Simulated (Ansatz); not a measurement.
# BF2GeH4O (SMILES FB[OH+][GeH2][F]) (charge +1): what the fields show

```xyz
9

B    -0.7627    0.0918    0.3754
F    -0.7641   -1.0325   -0.2796
F     2.8597    1.6354   -0.5453
Ge    1.9886    0.2163   -0.9373
O     0.4457    0.8087    0.1843
H    -1.6273    0.5305    1.0670
H     0.5539    1.6715    0.6338
H     1.4102    0.2662   -2.3368
H     2.4932   -0.9945   -0.1791
```

Geometry: r2SCAN-D4/def2-SVP.

Computed with isolated molecule in a Gaussian basis; Kohn-Sham density functional theory, functional PBE0 in Ansatz 0.2.0.

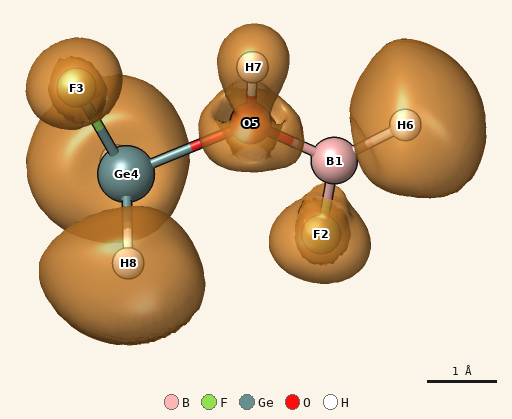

Figure 1. Isosurface of the ELF at 0.8 (orange), seen at a tilt. Only the valence region is drawn (cores and ρ < 0.01 e/Å³ removed).

Where are the electrons localised?

The surface consists of three regions around hydrogen nuclei, one region on F in which the atom's valence shell and bonds are merged, one region wrapped around F (its valence shell) and one joined region spread over several atoms (H, O), in which their bonds and any lone pairs are merged. Along the contacts the grid gives the following. B–F (1.30 Å): the ELF peaks at about 0.85 between the atoms: a shared but strongly polarised pair. B–O (1.42 Å): the ELF peaks at about 0.90 between the atoms (a shared but strongly polarised pair).

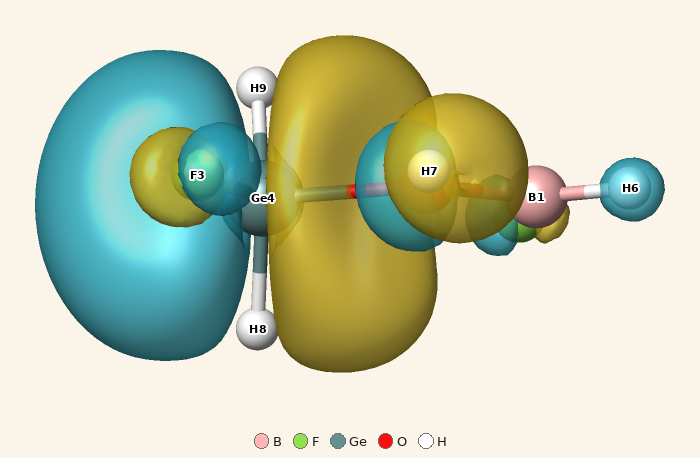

Figure 2. One frontier orbital at ±0.08 Å⁻³ᐟ² (yellow and cyan are the two phases), seen from one side.

Which orbital is it: HOMO or LUMO?

The LUMO, at −6.36 eV. By Hirshfeld shares it lies mainly on Ge4 (about 65 %) and O5 (about 10 %).
